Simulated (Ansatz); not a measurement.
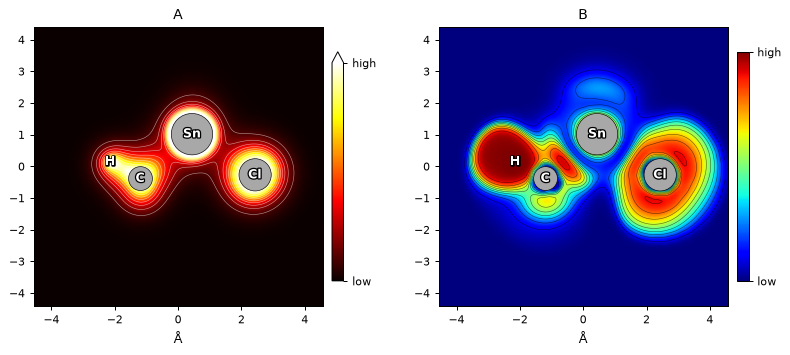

CH₅ClSn···H₂: 2 fields on the plane of atoms Sn1, C4 and H7, with unlabelled colour scales. Grey discs cover the atomic cores.

Core potentials replace the inner electrons of Sn.

Method: RHF/def2-SVP in Ansatz.

> The panels show electron density and electron localisation function in some order. Assign them.

Panel A: electron density. Panel B: electron localisation function. From the grid: C–Sn (2.15 Å): ρ at the midpoint is about 0.7 e/Å³; the ELF peaks at about 0.95 in the valence shell of C, 0.8 Å from its nucleus, and drops to about 0.15 between the two atoms. Sn–Cl (2.38 Å): ρ is about 0.51 e/Å³ halfway; the ELF peaks at about 0.85 in the valence shell of Cl, 0.8 Å from its nucleus, and drops to about 0.10 between the two atoms.
